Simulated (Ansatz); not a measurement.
# SiSe (SMILES [Si][Se]): CAM-B3LYP/aug-cc-pVTZ

Aim: the electronic atomisation energy of SiSe at CAM-B3LYP/aug-cc-pVTZ, from 3 runs. 

The results are computed with Ansatz 0.2.0.

20 further runs of the same task are left out: 20 set aside as unsound or not needed.

## Step 1: Starting point

The species is SiSe (2 atoms), meant as a singlet with charge 0. As SMILES, `[Si][Se]`. Geometry: relaxed at PBE0-D4/def2-TZVP.

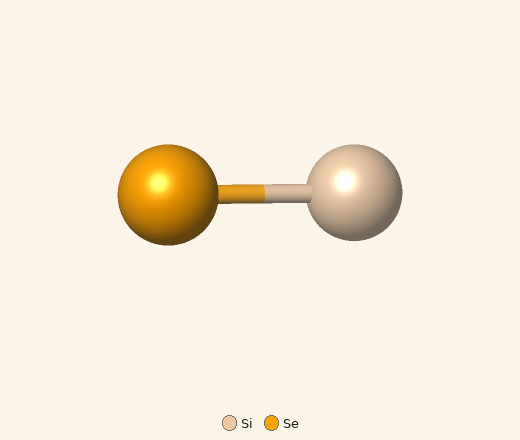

The structure, seen from a chosen angle (silicon light orange, selenium orange).

## Step 2: A single-point energy at CAM-B3LYP/aug-cc-pVTZ

Contents of molecule.yaml:

```yaml
crystal:
  periodic: [false, false, false]
  atoms:
    - symbol: Si
      position_ang: [0.000000, 0.000000, 0.031440]
    - symbol: Se
      position_ang: [-0.000000, -0.000000, 2.093090]
basis:
  gaussian:
    orbitals: aug-cc-pVTZ
hamiltonian:
  xc: {name: CAM-B3LYP}
accuracy: high
output: {orbitals: {seedname: orbitals}}
```

The run is started by

```console
$ ansatz run molecule.yaml --threads 1 --pin off --max-ram 3480MiB --events-out events.jsonl --progress --plain --runs-dir runs
```

What it wrote:

```text
Warning: RAYON_NUM_THREADS=1 ignored (pool sized by the plan → 1); use --threads N
Functional definition: CAM-B3LYP
  name "CAM-B3LYP"
  parameter alpha = 0.19
  parameter beta = 0.46
  parameter omega = 0.33/bohr
  parameter ac = 0.81
  exchange = (1 - alpha - beta)*b88_x + beta*b88_x_sr(omega) + alpha*exact_x + beta*exact_x_lr(omega)
  correlation = (1 - ac)*vwn5_c + ac*lyp_c
1391 factors; integrals over basis functions are off by at most 4.1e-9 eV
456 factors; integrals over basis functions are off by at most 2.5e-9 eV
mean field evaluation 1: about -73231.3159 eV, gradient 1.5e1 eV
mean field evaluation 2: about -73230.3073 eV, gradient 2.5e1 eV
mean field evaluation 4: about -73232.2520 eV, gradient 4.8e-1 eV
mean field evaluation 8: about -73232.3067 eV, gradient 3.4e-2 eV
mean field evaluation 16: about -73232.3067 eV, gradient 6.2e-6 eV
mean field -73232.30667175 eV, -2691.2376315467 hartree, gradient 3.2e-8 eV, S^2 0.000000; 0 other end points of the search recorded, 0 dependent functions left out
reference -73232.30668616 eV, -2691.2376320761 hartree; 24, 24 occupied and 85, 85 virtual orbitals, 1391 factors
Total energy: -73232.30668616 eV, -2691.2376320761 hartree
```

Run time: 9.3 s. Hardware: 1 thread of Arm Neoverse V1, shared host; peak memory 0.33 GiB.

## Step 3: The Se atom

Contents of job.yaml:

```yaml
crystal:
  periodic: [false, false, false]
  atoms:
    - {symbol: Se, position_ang: [0.000000, 0.000000, 0.000000]}
basis:
  gaussian: {orbitals: aug-cc-pVTZ}
magnetization: {spin_polarized: true, initial_magnetization: 2}
total_charge: 0
hamiltonian: {xc: {name: CAM-B3LYP}}
accuracy: high
```

Run the same way, it converges to -2401.66037 Eh (log not shown).

## Step 4: The Si atom

Contents of molecule.yaml:

```yaml
crystal:
  periodic: [false, false, false]
  atoms:
    - {symbol: Si, position_ang: [0.000000, 0.000000, 0.000000]}
basis:
  gaussian: {orbitals: aug-cc-pVTZ}
accuracy: high
hamiltonian: {xc: {name: CAM-B3LYP}}
magnetization: {spin_polarized: true, initial_magnetization: 2}
```

Run the same way, it converges to -289.38159 Eh (log not shown).

## Step 5: Results

Level: CAM-B3LYP/aug-cc-pVTZ.

| quantity | value |
| --- | --- |
| molecule: total energy | -2691.23763 Eh |
| molecule: HOMO energy | -9.01 eV |
| molecule: LUMO energy | -1.45 eV |
| molecule: HOMO–LUMO gap | 7.56 eV |
| Se atom: total energy | -2401.66037 Eh |
| Se atom: ⟨S²⟩ | 2.003 |
| Si atom: total energy | -289.38159 Eh |
| Si atom: ⟨S²⟩ | 2.005 |
| electronic atomisation energy | 5.325 eV |

**Reading.** Taking the molecule apart into free atoms costs 5.32 eV (514 kJ/mol), before zero-point energy and without spin-orbit coupling.
